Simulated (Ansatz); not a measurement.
# What ScTeN3 in Imma, a phase reached by a soft mode distorts into

Which phase does ScTeN3 in Imma, a phase reached by a soft mode fall into along its unstable mode, and how much energy does it gain?

Main program and level: Ansatz 0.2.0; DFT PBEsol, scalar-relativistic, plane waves, PAW; PAW set soft_1.

The structure was built from a prototype and need not be the compound's stable phase.

## 1. The starting structure

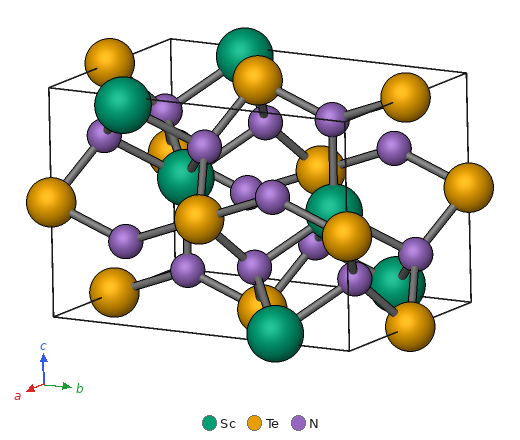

Start, viewed slightly off an axis; scandium teal, tellurium orange, nitrogen purple. This picture shows the conventional cell, with its axes. Some periodic images of atoms are drawn too.

Structure file:

```xyz
10
Lattice="-2.7355 3.9508 2.7021 2.7355 -3.9508 2.7021 2.7355 3.9508 -2.7021" Properties=species:S:1:pos:R:3 pbc="T T T"
Sc    2.7355    1.9754    2.4932
Sc    0.0000    1.9754    0.2089
Te    2.7355    0.0000    0.0000
Te    0.0000    0.0000    2.7021
N     2.7355    1.9754   -0.7235
N     0.0000    1.9754    3.4256
N     1.3678    0.6366    1.3510
N     1.3678    3.3142    1.3510
N    -1.3678    3.3142    1.3510
N     1.3678    4.5874   -1.3510
```

## 2. Modes at Γ

This phase was reached earlier by freezing in an unstable mode of a structure of higher symmetry and relaxing. Its zone-centre modes can show that it is still unstable.

Contents of input.yaml:

```yaml
crystal:
  lattice:
    - [-2.7355187967, 3.9507712505, 2.7020717236]
    - [2.7355187967, -3.9507712505, 2.7020717236]
    - [2.7355187967, 3.9507712505, -2.7020717236]
  atoms:
    - { symbol: Sc, position: [0.7113521191, 0.9613521191, 0.75] }
    - { symbol: Sc, position: [0.2886478809, 0.0386478809, 0.25] }
    - { symbol: Te, position: [0.0, 0.5, 0.5] }
    - { symbol: Te, position: [0.5, 0.5, 0.0] }
    - { symbol: "N", position: [0.1161190808, 0.3661190808, 0.75] }
    - { symbol: "N", position: [0.8838809192, 0.6338809192, 0.25] }
    - { symbol: "N", position: [0.3305653675, 0.5, 0.3305653675] }
    - { symbol: "N", position: [0.6694346325, 0.5, 0.6694346325] }
    - { symbol: "N", position: [0.6694346325, 0.0, 0.1694346325] }
    - { symbol: "N", position: [0.3305653675, 0.0, 0.8305653675] }
kpoints:
  mp_grid: { grid: [8, 8, 8] }
hamiltonian:
  xc: pbesol
  pseudopotentials: { kind: paw, azcp: { folder: soft_1 }, xc_functional: pbe }
scf:
  occupations: { method: methfessel_paxton, width: 0.2 }
output:
  eigenvalues: true
phonons:
  method: dfpt
```

Launch:

```bash
$ ansatz run input.yaml --threads 8 --pin off --max-ram 16384MiB --backend cpu --events-out ev --progress --plain --runs-dir out
```

Numbers of over 12 decimals in the logs are rounded to 6 here.

The log of the run:

```text
Engine: ansatz 0.2.0, x86_64-unknown-linux-gnu
Pseudopotentials: kind: paw
Pseudopotential: Sc, paw, valence charge 11, recommended cutoff 420 eV (normal), soft_1/Sc.paw.azcp
Pseudopotential: Te, paw, valence charge 16, recommended cutoff 420 eV (normal), soft_1/Te.paw.azcp
Pseudopotential: N, paw, valence charge 5, recommended cutoff 420 eV (normal), soft_1/N.paw.azcp
Functional definition: PBEsol
  exchange = pbesol_x
  correlation = pbesol_c
Crystal: 10 atoms, lattice volume = 116.810 Å³
Basis set: ecut = 420 eV, 2285 PW (Γ), exchange–correlation on 80×80×80 points (8 copies of the dense FFT grid, shifted against one another)
Bands: 52, of which v1, the nominal top of the filled ones, is band 42 counted from 1 (41 counted from 0)
Symmetry: 8 space group operations
k-points: 260 of 512 (irreducible under 1 space group operation, time reversal used)
Non-local potential: Sc, projectors of the file, l = 0: 3, l = 1: 2, l = 2: 3, l = 3: 1
Non-local potential: Te, projectors of the file, l = 0: 2, l = 1: 2, l = 2: 2, l = 3: 1
Non-local potential: N, projectors of the file, l = 0: 2, l = 1: 2, l = 2: 1
PAW form: soft (Blöchl's): semilocal exchange-correlation on the pseudo side does not see the compensation charge
PAW frozen core: Sc, regenerated for the run's functional, and the local potential with it (the file was generated under x = pbe(κ = 0.804, μ = 0.219515), c = pbe(β = 0.066725))
PAW frozen core: Te, regenerated for the run's functional, and the local potential with it (the file was generated under x = pbe(κ = 0.804, μ = 0.219515), c = pbe(β = 0.066725))
PAW frozen core: N, regenerated for the run's functional, and the local potential with it (the file was generated under x = pbe(κ = 0.804, μ = 0.219515), c = pbe(β = 0.066725))
PAW one-centre angular grid: Sc, 590 points (default); XC on 64 Gauss nodes
PAW one-centre angular grid: Te, 590 points (default); XC on 64 Gauss nodes
PAW one-centre angular grid: N, 110 points (default); XC on 64 Gauss nodes
Initial density: superposition of atomic densities (chi_scale 0.1, normalization cell, long waves kept (reshape's long-wave potential 0.00 eV rms))
Initial wavefunctions: pseudopotential atomic-orbital guess
Functional: x = pbesol(κ = 0.804, μ = 0.123457), c = pbesol(β = 0.046)
SCF iter   1: F=—  HF=-20302.830142 eV  |F-HF|=—  |Δ(HF+E_count)|=         —  Δρ=1.01e-1  dr2=1.77e1  ethr=3.10e-3  ⟨swp⟩=6.0  Hψ=55096  notcnv=0
preconditioner: auto → Resta (q_TF=auto, 2.582 Å⁻¹)  ε∞=7.2  [insulator: Δε(μ)=0.546 eV  Ē_g=9.590 eV  σ=0.200 eV  W_gap=1.05  n_scr=26 (ndim 8)  ℏωp=23.8 eV  f_vac=0.000  D(μ)=-0.03/eV (n_scr^D=0)  ε∞_Penn≈7.2]
SCF iter   2: F=—  HF=-20298.345960 eV  |F-HF|=—  |Δ(HF+E_count)|=    4.48e0  S|Δr|=    0.00e0  Δρ=4.88e-2  dr2=4.31e0  ethr=3.10e-3  ⟨swp⟩=3.0  Hψ=24833  notcnv=0  defer=758
SCF iter   3: F=—  HF=-20297.079728 eV  |F-HF|=—  |Δ(HF+E_count)|=    1.27e0  S|Δr|=    0.00e0  Δρ=1.10e-2  dr2=2.01e-1  ethr=3.10e-3  ⟨swp⟩=3.5  Hψ=24982  notcnv=0  defer=816
SCF iter   4: F=—  HF=-20297.047374 eV  |F-HF|=—  |Δ(HF+E_count)|=   3.24e-2  S|Δr|=    0.00e0  Δρ=2.14e-3  dr2=4.57e-3  ethr=2.39e-4  ⟨swp⟩=2.4  Hψ=22251  notcnv=0  defer=783
SCF iter   5: F=—  HF=-20297.048083 eV  |F-HF|=—  |Δ(HF+E_count)|=   7.09e-4  S|Δr|=    0.00e0  Δρ=5.52e-4  dr2=4.14e-4  ethr=5.44e-6  ⟨swp⟩=2.0  Hψ=22325  notcnv=0  defer=770
SCF iter   6: F=—  HF=-20297.048192 eV  |F-HF|=—  |Δ(HF+E_count)|=   1.09e-4  S|Δr|=    0.00e0  Δρ=1.47e-4  dr2=2.94e-5  ethr=4.93e-7  ⟨swp⟩=2.9  Hψ=23479  notcnv=0  defer=770
SCF iter   7: F=—  HF=-20297.048194 eV  |F-HF|=—  |Δ(HF+E_count)|=   1.82e-6  S|Δr|=    0.00e0  Δρ=2.89e-5  dr2=1.66e-6  ethr=3.50e-8  ⟨swp⟩=2.0  Hψ=18880  notcnv=0  defer=770
SCF iter   8: F=—  HF=-20297.048193 eV  |F-HF|=—  |Δ(HF+E_count)|=   8.03e-7  S|Δr|=    0.00e0  Δρ=8.18e-6  dr2=1.20e-7  ethr=1.98e-9  ⟨swp⟩=2.1  Hψ=19461  notcnv=0  defer=776
SCF iter   9: F=—  HF=-20297.048193 eV  |F-HF|=—  |Δ(HF+E_count)|=   6.34e-9  S|Δr|=    0.00e0  Δρ=2.42e-6  dr2=8.23e-9  ethr=1.42e-10  ⟨swp⟩=2.1  Hψ=19959  notcnv=0  defer=776
SCF iter  10: F=—  HF=-20297.048193 eV  |F-HF|=—  |Δ(HF+E_count)|=   1.06e-9  S|Δr|=    0.00e0  Δρ=6.71e-7  dr2=5.33e-10  ethr=9.80e-12  ⟨swp⟩=2.0  Hψ=23131  notcnv=0  defer=776
SCF iter  11: F=—  HF=-20297.048193 eV  |F-HF|=—  |Δ(HF+E_count)|=  6.55e-11  S|Δr|=    0.00e0  Δρ=1.78e-7  dr2=3.92e-11  ethr=1.00e-12  ⟨swp⟩=2.0  Hψ=17951  notcnv=0  defer=776
SCF iter  12: F=-20297.048193 eV  HF=-20297.048193 eV  |F-HF|=7.28e-12  |Δ(HF+E_count)|=  1.46e-11  S|Δr|=    0.00e0  Δρ=4.04e-8  dr2=1.81e-12  ethr=1.00e-12  ⟨swp⟩=16.0  Hψ=79809  notcnv=0
SCF 1 converged in 12 iterations: F = -20297.048193 eV  dr2 = 1.81e-12
  greatest PAW one-centre occupation: 0.999 electrons in one spin orbital (limit 2), on the Te atom at site 2 (counted from 0), in its partial waves of l = 2
DFPT response loops at Γ: preconditioner auto → Kerker (q_TF=auto, 2.582 Å⁻¹) (partly filled bands, converged f_vac=0.000); β = 1.00, the filter's whole step (`scf.mixing.beta` (0.50) is not read by the response loops under this deck's `scf.mixing.preconditioner`; to damp them name `kerker` or `kerker_dos`, under which they read `scf.mixing.beta`, and type it under 1.00, their step now; both keys bind the ground state too); Broyden in place of MSR1
SCF converged after 12 iterations
Stability not checked: this state was not tested for a lower state beside it, because cold or Methfessel-Paxton smearing, or corrected tetrahedra, fill the levels in a way that the test cannot read (fill_not_monotonic; see scf.lower_state_search)
Free energy (F): -20297.048193 eV
Harris-Foulkes:  -20297.048193 eV  (|F-HF|=7.28e-12)
Internal energy: -20297.053218 eV  (E = F + TS)
E sigma→0 (E₀):  -20297.049449 eV
Entropy (-TS):   0.005025 eV (0.502 meV/atom)
Fermi energy:    13.110822 eV
Step filling:    the computed levels leave a gap of 0.2033 eV = 1.0 smearing widths at the electron count; against every level under it full and every level over it empty, smearing changes F+E_penalty+E_count by +1.593 meV and its σ→0 estimate by +0.337 meV
--- Per-component energies (eV) ---
  E_band       = -533.901104
  E_kinetic    = 1539.436912
  E_local      = -4899.849639  (includes V_loc(G=0)·N_el)
  E_nonlocal   = 630.692359
  E_hartree    = 2161.714162
  E_xc         = -770.790556
  E_vxc        = -870.111451  (∫ρ·V_xc dr)
  E_paw        = -11860.695467  (= ΣΔE_a)
  E_vpaw       = -1257.503012  (= ΣTr[D̂ρ^β])
  E_aug_tail   = 0.005407  (compensation charges beyond the density's cutoff)
  E_ewald      = -7098.742661
  E_core_change = 1.176266  (= ΣΔE_core)
  E_smearing   = 0.005025  (= −TS)
  E_closure    = -0.000000  (closes the sum)
  Σ components = -20297.048193   (vs F -20297.048193, Δ=0.00e0)
--- Band table (eV; the first three rows and the last of 260) ---
  k-point 0: bands = [... 38 lower, 11.6137, 11.8869, 11.9167, 12.9734, 13.1983, 15.7566, 15.8647, 16.0439, ... 6 higher]
  k-point 1: bands = [... 38 lower, 11.5165, 11.6057, 11.8335, 12.7057, 13.4269, 15.6886, 15.8007, 16.1114, ... 6 higher]
  k-point 2: bands = [... 38 lower, 11.3375, 11.4255, 11.7927, 12.4404, 13.7782, 15.7383, 15.9056, 16.2739, ... 6 higher]
  k-point 259: bands = [... 38 lower, 11.2531, 11.2717, 12.1489, 12.9951, 13.9845, 14.1843, 15.3959, 15.9333, ... 6 higher]
--- Phonons (Γ-DFPT): 12 representative perturbations + reference, on 260 of 512 k-points (Σ response iterations 46) ---
  k mesh reduced under 1 symmetry operation, with k and −k counted as one. Each operation leaves every solved perturbation unchanged. A smaller set is not used because it would not reduce the number of displacements times k-points to solve
  ASR residual: 4.046e-5 → 0.000e0 eV/Å²; symmetrization residual: 1.128e-5 eV/Å²
  ASR residual per site (eV/Å²): 1.62e-5 1.62e-5 4.05e-5 4.05e-5 2.78e-5 2.78e-5 1.10e-5 1.10e-5 1.10e-5 1.10e-5
  Γ frequencies (cm⁻¹): -253.07 0.00 0.00 0.00 91.41 168.56 190.40 224.04 224.54 251.69 260.93 278.62 281.82 305.83 320.89 366.46 389.81 407.83 438.77 458.03 486.74 488.14 492.58 522.66 573.47 587.64 625.15 653.29 753.37 767.34
  non-analytic LO–TO correction: not included (Born effective charges unavailable; polar crystals: no LO–TO splitting at Γ)
```

Wall time 8.1 min (8 threads of AMD EPYC 7R32 (Zen 2), shared host); peak memory 5.1 GiB.

This step gave:

```yaml
volume_per_atom: 11.68 Å³
gap_on_the_k_mesh: 0.2033 eV
sum_rule_residual_before_enforcement: 4.05e-5 eV/Å²
point_group: mmm
highest_optical_mode_at_the_zone_centre_no_lo_to_term: 767.3 cm⁻¹
lowest_optical_zone_centre_mode: -253.1 cm⁻¹
```

Patterns of degenerate modes are one choice out of their space. Modes at Γ, with each element's share of the kinetic energy (negative means imaginary):

| mode | frequency (cm⁻¹) | symmetry | Sc % | Te % | N % |
| --- | --- | --- | --- | --- | --- |
| 1 | -253.1 | B3u | 19 | 0 | 81 |
| 2 | 0.0 | acoustic | 21 | 59 | 20 |
| 3 | 0.0 | acoustic | 21 | 59 | 20 |
| 4 | 0.0 | acoustic | 21 | 59 | 20 |
| 5 | 91.4 | B2g | 71 | 0 | 29 |
| 6 | 168.6 | B1g | 0 | 0 | 100 |
| 7 | 190.4 | B2u | 24 | 67 | 9 |
| 8 | 224.0 | B3u | 47 | 34 | 19 |
| 9 | 224.5 | B1u | 5 | 94 | 0 |
| 10 | 251.7 | B1u | 56 | 37 | 7 |
| 11 | 260.9 | B3g | 99 | 0 | 1 |
| 12 | 278.6 | Ag | 97 | 0 | 3 |
| 13 | 281.8 | Au | 0 | 98 | 2 |
| 14 | 305.8 | B2u | 44 | 55 | 1 |
| 15 | 320.9 | B2g | 29 | 0 | 71 |
| 16 | 366.5 | B3u | 13 | 1 | 85 |
| 17 | 389.8 | B2u | 11 | 18 | 72 |
| 18 | 407.8 | Au | 0 | 2 | 98 |
| 19 | 438.8 | B1u | 18 | 4 | 78 |
| 20 | 458.0 | Ag | 1 | 0 | 99 |
| 21 | 486.7 | B3g | 1 | 0 | 99 |
| 22 | 488.1 | B2g | 0 | 0 | 100 |
| 23 | 492.6 | B1u | 0 | 2 | 98 |
| 24 | 522.7 | B3g | 0 | 0 | 100 |
| 25 | 573.5 | B2u | 0 | 1 | 99 |
| 26 | 587.6 | Ag | 2 | 0 | 98 |
| 27 | 625.1 | B1g | 0 | 0 | 100 |
| 28 | 653.3 | B3u | 0 | 5 | 95 |
| 29 | 753.4 | B3g | 0 | 0 | 100 |
| 30 | 767.3 | B1u | 0 | 3 | 97 |

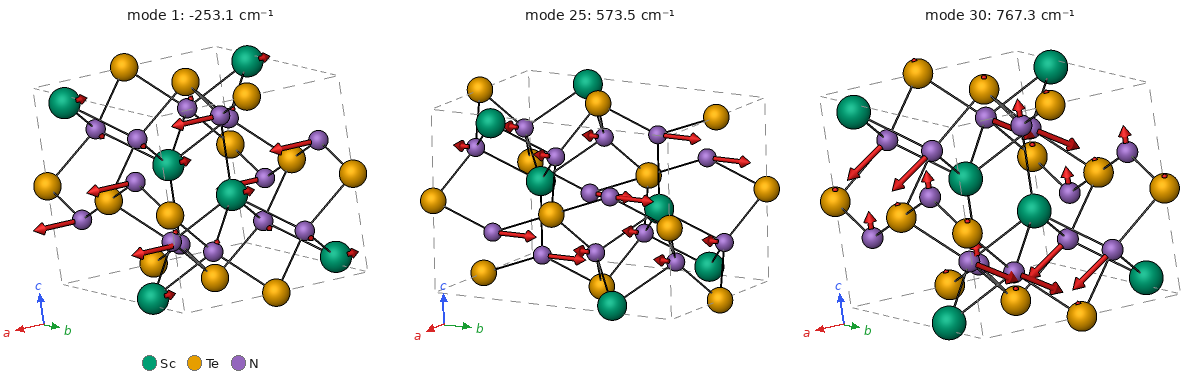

Displacement patterns of modes 1, 25 and 30 at Γ; arrows are exaggerated. Some periodic images of atoms are drawn too.

Before it was imposed, the acoustic sum rule was missed by 4.0e-5 eV/Å². Small misses are needed for a sound result but don't prove that mesh and cutoff are converged. The lowest optical mode is imaginary, 253.1i cm⁻¹, so the energy falls along it.

## 3. The mode frozen in, largest atomic shift 0 Å

The mode followed lies at Γ with frequency 253.1i cm⁻¹, the softest among the wavevectors solved. At small amplitude the distorted cell has space group no. 46 by a symmetry search on the positions. The undistorted cell that holds it gives the zero of energy on the same k mesh.

Edit input.yaml of step 2 so:

```diff
@@ -24,4 +24,4 @@
 output:
+  forces: true
+  stress: true
   eigenvalues: true
-phonons:
-  method: dfpt
```

The log of the run:

```text
[...]
Crystal: 10 atoms, lattice volume = 116.810 Å³
Basis set: ecut = 420 eV, 2285 PW (Γ), exchange–correlation on 80×80×80 points (8 copies of the dense FFT grid, shifted against one another)
Bands: 52, of which v1, the nominal top of the filled ones, is band 42 counted from 1 (41 counted from 0)
Symmetry: 8 space group operations
[...]
k-points: 95 of 512
[...]
k-point 0: bands = [... 38 lower, 11.6137, 11.8869, 11.9167, 12.9733, 13.1983, 15.7566, 15.8647, 16.0439, ... 5 higher]
  k-point 1: bands = [... 38 lower, 11.5165, 11.6058, 11.8335, 12.7057, 13.4269, 15.6886, 15.8007, 16.1114, ... 5 higher]
  k-point 2: bands = [... 38 lower, 11.3375, 11.4255, 11.7927, 12.4403, 13.7782, 15.7383, 15.9056, 16.2738, ... 5 higher]
  k-point 94: bands = [... 38 lower, 11.2531, 11.2717, 12.1489, 12.9950, 13.9845, 14.1843, 15.3959, 15.9333, ... 5 higher]
[key lines of the parts left out:]
SCF converged after 9 iterations
Free energy (F): -20297.048193 eV
Fermi energy:    13.110801 eV
P = ⅓ Tr σ = -0.0007 GPa (-0.007 kbar)
```

Run time: 5.6 s. Hardware: 8 threads; peak memory 0.91 GiB.

Numbers from this step:

```yaml
pressure: -6.69e-4 GPa
energy_from_the_undistorted_cell: 0 meV/atom
```

The run ends at a pressure of 0.00 GPa, with forces up to 2.9e-4 eV/Å.

## 4. The mode frozen in, largest atomic shift 0.32 Å

The atoms are moved along the unstable eigenvector, the largest shift by 0.32 Å, with the cell fixed.

input.yaml, the sections that differ from step 3:

```yaml
crystal:
  lattice:
    - [-2.7355187967, 3.9507712505, 2.7020717236]
    - [2.7355187967, -3.9507712505, 2.7020717236]
    - [2.7355187967, 3.9507712505, -2.7020717236]
  atoms:
    - { symbol: Sc, position: [0.7113521191, 0.9771690767, 0.7658169576] }
    - { symbol: Sc, position: [0.2886478809, 0.0544648385, 0.2658169576] }
    - { symbol: Te, position: [0.0, 0.5000061458, 0.5000061458] }
    - { symbol: Te, position: [0.5, 0.5000061458, 6.1458e-06] }
    - { symbol: "N", position: [0.1161190808, 0.3076292615, 0.6915101807] }
    - { symbol: "N", position: [0.8838809192, 0.5753910999, 0.1915101807] }
    - { symbol: "N", position: [0.3366220328, 0.5098910703, 0.3343997725] }
    - { symbol: "N", position: [0.6754912978, 0.5098910703, 0.6732690375] }
    - { symbol: "N", position: [0.6633779672, -0.0022222604, 0.1732690375] }
    - { symbol: "N", position: [0.3245087022, -0.0022222604, 0.8343997725] }
# kpoints, hamiltonian, scf, output: as in step 3
```

The log of the run:

```text
[...]
Crystal: 10 atoms, lattice volume = 116.810 Å³
Basis set: ecut = 420 eV, 2285 PW (Γ), exchange–correlation on 80×80×80 points (8 copies of the dense FFT grid, shifted against one another)
Bands: 52, of which v1, the nominal top of the filled ones, is band 42 counted from 1 (41 counted from 0)
Symmetry: 4 space group operations
[...]
k-points: 95 of 512 (time reversal used)
[...]
k-point 0: bands = [... 38 lower, 11.6569, 11.9159, 12.0274, 12.2446, 13.5030, 15.4848, 15.9096, 15.9441, ... 5 higher]
  k-point 1: bands = [... 38 lower, 11.6441, 11.6776, 11.8914, 12.1741, 13.5950, 15.5398, 15.9314, 15.9553, ... 5 higher]
  k-point 2: bands = [... 38 lower, 11.4719, 11.5066, 11.7257, 12.1212, 13.8417, 15.7329, 15.9956, 16.0147, ... 5 higher]
  k-point 94: bands = [... 38 lower, 11.3758, 11.3961, 12.2099, 12.4508, 13.7906, 14.2590, 15.4641, 16.2401, ... 5 higher]
[key lines of the parts left out:]
SCF converged after 9 iterations
Free energy (F): -20297.244021 eV
Fermi energy:    12.959118 eV
P = ⅓ Tr σ = 0.3957 GPa (3.957 kbar)
```

The job ended after 10 s (8 threads; peak memory 0.84 GiB; 77 s of CPU time).

This step gave:

- pressure: 0.3957 GPa
- gap on the k-mesh: 1.050 eV
- energy from the undistorted cell: -19.46 meV/atom

The energy, extrapolated to zero smearing, is -19.46 meV/atom against the undistorted cell.

The run ends at a pressure of 0.40 GPa, with forces up to 0.42 eV/Å.

## 5. Energy along the mode, all amplitudes (two of the runs are shown above)

An imaginary frequency means negative curvature, so the energy should fall and then rise again as anharmonic terms take over.

Numbers from this step:

| Quantity | Value |
| --- | --- |
| depth at the lowest point sampled | 19.46 meV/atom |
| largest atomic shift at that point | 0.32 Å |

The energy from the parent by largest atomic shift:

| largest atomic shift (Å) | energy from the parent (meV/atom) |
| --- | --- |
| 0.000 | 0 |
| 0.040 | -0.656 |
| 0.080 | -2.49 |
| 0.140 | -6.70 |
| 0.220 | -13.3 |
| 0.320 | -19.5 |
| 0.450 | -16.2 |
| 0.600 | 17.5 |

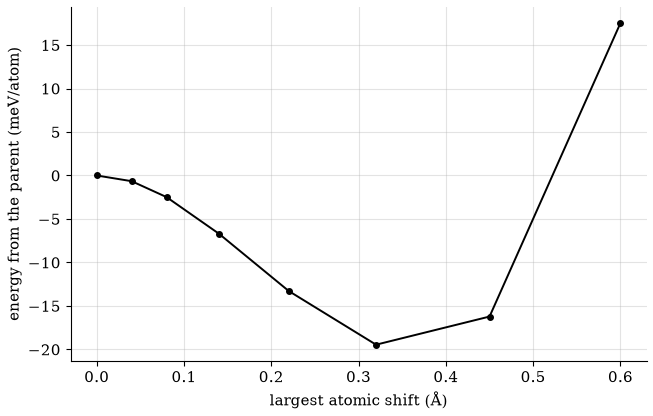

Energy from the parent, plotted against largest atomic shift.

Displacement at unit largest shift by atom:

| atom | x (Å) | y (Å) | z (Å) | size |
| --- | --- | --- | --- | --- |
| Sc1 | 0.27 | 0.00 | 0.00 | 0.27 |
| Sc2 | 0.27 | 0.00 | 0.00 | 0.27 |
| Te3 | 0.00 | 0.00 | 0.00 | 0.00 |
| Te4 | 0.00 | 0.00 | 0.00 | 0.00 |
| N5 | -1.00 | 0.00 | 0.00 | 1.00 |
| N6 | -1.00 | 0.00 | 0.00 | 1.00 |
| N7 | 0.07 | 0.00 | 0.10 | 0.12 |
| N8 | 0.07 | 0.00 | 0.10 | 0.12 |
| N9 | 0.07 | 0.00 | -0.10 | 0.12 |
| N10 | 0.07 | 0.00 | -0.10 | 0.12 |

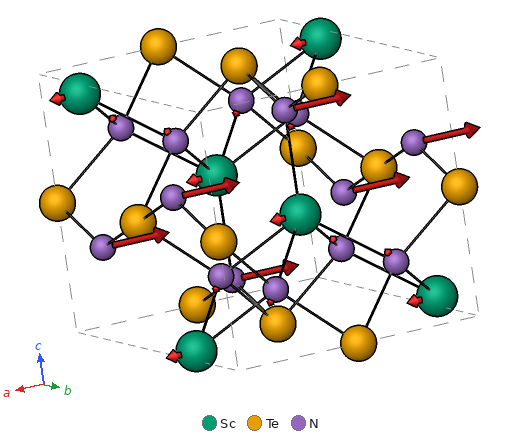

Displacement at unit largest shift as arrows, the longest 1 Å. Some periodic images of atoms are drawn too.

The lowest of the steps tried is at 0.32 Å, 19.5 meV/atom below the parent; the bottom of the well need not coincide with a step.

(Continued in part 2 of 2.)

[Logs are printed without paths, hosts, clocks, repeated set-up lines and the standing remarks that a program may print on its own settings, such as how far it seeks lower states.]

[Hosts, paths, dates, database ids (printed as entryN), source tags and the programs' standing remarks are cut or masked in the printed files.]
